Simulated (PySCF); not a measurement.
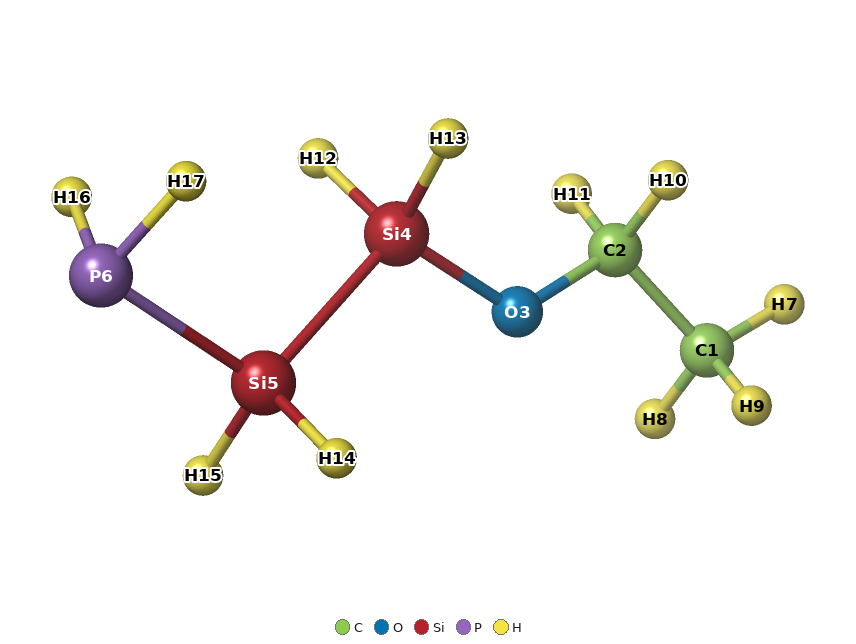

The geometry was computed by an optimisation with PBE0-D3(BJ)/def2-SVP. No frequency run is at hand to confirm it as a minimum. Method: B3LYP/def2-TZVP indirect spin-spin coupling, non-relativistic, gas phase (PySCF 2.14.0). Isotopes: 13C, 1H, 17O, 31P, 29Si.

Give the spin–spin coupling constants of these pairs, with the number of bonds between them: O3/Si4, Si4/H12, Si4/H13, Si5/P6, C2/Si4, O3/Si5, Si4/P6, Si5/H12, Si5/H17, Si5/H16, Si4/H16, Si4/H11.

```csv
pair,bonds apart,J (Hz)
"O3, Si4",1,−42.0
"Si4, H12",1,−165.9
"Si4, H13",1,−166.0
"Si5, P6",1,26.6
"C2, Si4",2,4.4
"O3, Si5",2,10.0
"Si4, P6",2,9.6
"Si5, H12",2,−15.2
"Si5, H17",2,5.4
"Si5, H16",2,5.4
"Si4, H16",3,−4.7
"Si4, H11",3,−1.3
```
